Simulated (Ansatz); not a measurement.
# Calculations on C2H2OS

**1. Relaxation**

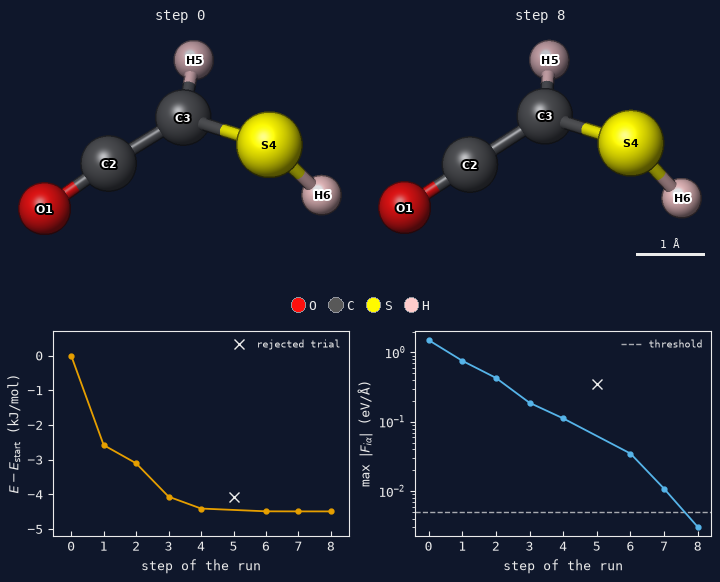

First and last geometry of a relaxation of C2H2OS, with the history of the run. A ball-and-stick model, seen at a tilt.

Method: Ansatz 0.2.0, RKS PBE0-D4/def2-TZVP.

The input:
```yaml
crystal:
  periodic: [false, false, false]
  atoms:
    - {symbol: O, position_ang: [-0.579710, -2.195470, 0.143740]}
    - {symbol: C, position_ang: [-0.033940, -1.174960, 0.089800]}
    - {symbol: C, position_ang: [0.500960, 0.003850, 0.035110]}
    - {symbol: S, position_ang: [-0.447090, 1.239660, -0.846360]}
    - {symbol: H, position_ang: [1.495150, 0.253170, 0.350130]}
    - {symbol: H, position_ang: [-0.935370, 1.873750, 0.227580]}
basis:
  gaussian: {orbitals: def2-TZVP}
hamiltonian: {xc: pbe0, dispersion: d4}
relax: {f_tol: 0.005, max_steps: 200}
```

What do the curves and the structures tell?

Answer. It converged. H5 moves most after the best rigid fit: 0.066 Å. By element the largest moves are H 0.066 Å, C 0.048 Å, S 0.035 Å, O 0.034 Å. Some distances before and after: C3–S4 1.790 → 1.754 Å, C2–C3 1.296 → 1.315 Å, C3–H5 1.072 → 1.081 Å, S4–H6 1.339 → 1.348 Å. Bond angles that change, for instance: C2–C3–H5 125.6° → 120.0°, S4–C3–H5 118.4° → 123.2°, O1–C2–C3 176.3° → 178.9°. After 7 accepted moves (8 points after the start) the energy has fallen by 4.49 kJ/mol. The largest force component goes from 1.5 to 0.003 eV/Å. The line search rejected the trial step at point 5 of the run. The run took roughly 50 core-seconds on a shared host.

**2. A change**

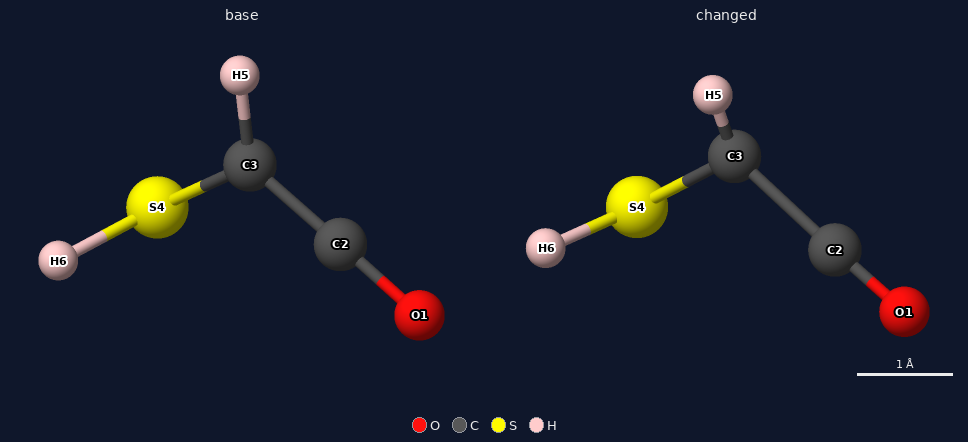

Left: C$_{2}$H$_{2}$OS. Right: the same structure after one change, at the same scale. A ball-and-stick model, seen at a tilt.

All numbers below come from Ansatz, RKS PBE0-D4/def2-TZVPP. 

What distinguishes the right structure from the left one?

All atoms are moved at random (σ = 0.12 Å) from the PBE0-D4/def2-TZVP minimum.

And its effect?

It costs 3.932 eV. The largest force is 29 eV/Å, on C2. The forces point partly back along the displacements (cosine −0.55). At other levels of theory the same distortion costs 4.139 eV (RKS PBE-D4/def2-TZVPP), 3.972 eV (RKS r2SCAN-D4/def2-TZVPP), 3.839 eV (RKS wB97M-V/def2-TZVPP), 3.942 eV (RHF-CCSD(T), frozen core/def2-TZVPP). Some distances before and after: C3–H5 1.081 → 0.841 Å, C2–C3 1.315 → 1.511 Å, O1–C2 1.153 → 1.014 Å, S4–H6 1.348 → 1.241 Å. Among the angles between lasting bonds that change: S4–C3–H5 123.2° → 120.5°.

**3. Distortion**

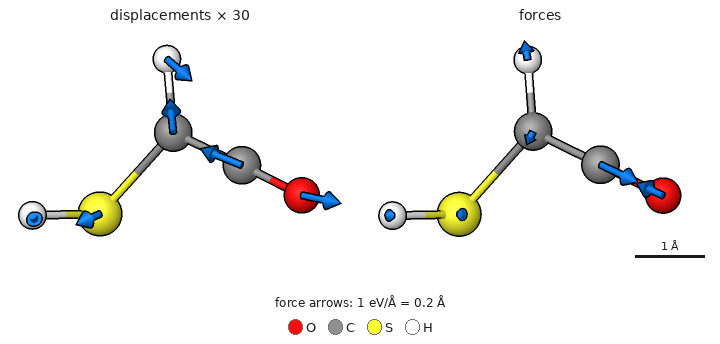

Left: C$_{2}$H$_{2}$OS, with blue arrows for the displacements applied to it. Right: the displaced structure with the computed forces. Style: ball-and-stick. Shown at a tilt.

Theory: RKS PBE-D4/def2-TZVPP in Ansatz. 

Describe the distortion and the response.

All atoms are moved at random (σ = 0.02 Å) from the PBE0-D4/def2-TZVP minimum. It costs 0.078 eV. The largest force is 3.6 eV/Å, on a C atom. At other levels of theory the same distortion costs 0.106 eV (RKS r2SCAN-D4/def2-TZVPP), 0.131 eV (RKS PBE0-D4/def2-TZVPP), 0.123 eV (RKS wB97M-V/def2-TZVPP), 0.082 eV (RHF-CCSD(T), frozen core/def2-TZVPP). Among the bonded contacts that change: C–O 1.153 → 1.199 Å, C–H 1.081 → 1.050 Å, H–S 1.348 → 1.325 Å, C–S 1.754 → 1.766 Å. The forces point mostly back against the displacements (cosine −0.85).

**4. Distortion**

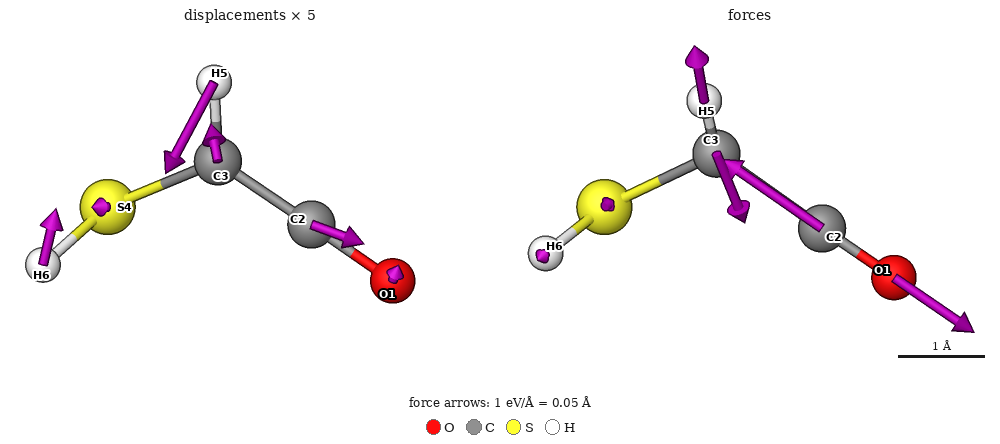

Left: C$_{2}$H$_{2}$OS, with purple arrows for the displacements applied to it. Right: the displaced structure with the computed forces. A ball-and-stick model, seen at a tilt.

These are results of Ansatz, RKS PBE0-D4/def2-TZVPP, not measurements. 

> Describe the distortion and the response.

All atoms are moved at random (σ = 0.12 Å) from the PBE0-D4/def2-TZVP minimum. Energy change: +379.3 kJ/mol. The largest force is 29 eV/Å, on C2. The forces point partly back along the displacements (cosine −0.55). At other levels of theory the same distortion costs 399.3 kJ/mol (RKS PBE-D4/def2-TZVPP), 383.2 kJ/mol (RKS r2SCAN-D4/def2-TZVPP), 370.4 kJ/mol (RKS wB97M-V/def2-TZVPP), 380.3 kJ/mol (RHF-CCSD(T), frozen core/def2-TZVPP). Near-neighbour distances before and after: C3–H5 1.081 → 0.841 Å, C2–C3 1.315 → 1.511 Å, O1–C2 1.153 → 1.014 Å, S4–H6 1.348 → 1.241 Å. Bond angles that change, for instance: S4–C3–H5 123.2° → 120.5°.
